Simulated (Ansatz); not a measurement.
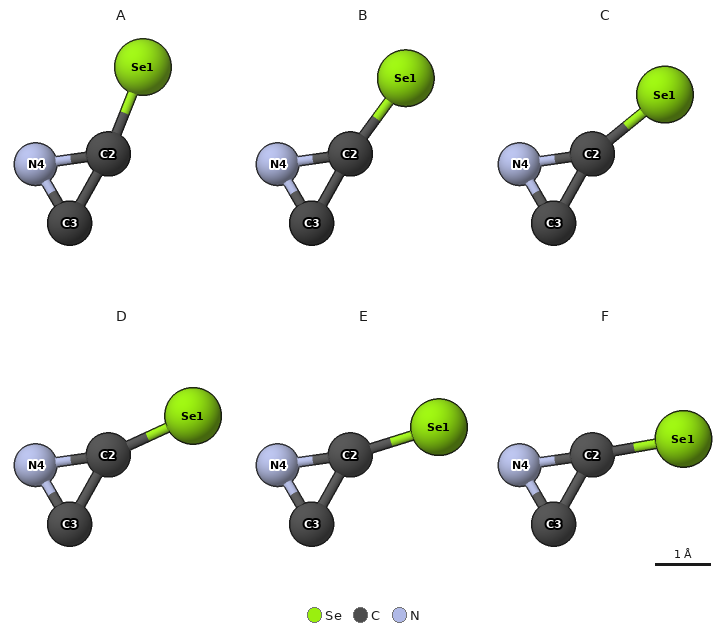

Frames of a one-coordinate scan of C2NSe (multiplicity 2). The picture is a ball-and-stick view, seen onto the plane of the angle.

Single-point energies from Ansatz with CCSD(T) in the def2-TZVPP basis, on geometries moved rigidly from the minimum at PBE0-D4/def2-TZVP. Coupled cluster with a frozen core. Energies are counted from the PBE0-D4/def2-TZVP minimum geometry at the same level.

> Which coordinate changes from frame to frame?

The Se1–C2–N4 angle is varied, with the rest of the molecule carried along rigidly. In the frames the angle is 118.1° (A), 133.1° (B), 148.1° (C), 163.1° (D), 170.6° (E), 178.1° (F). Their energies are 43.0 kJ/mol, 10.9 kJ/mol, 0.0 kJ/mol, 9.0 kJ/mol, 20.3 kJ/mol, 35.3 kJ/mol.
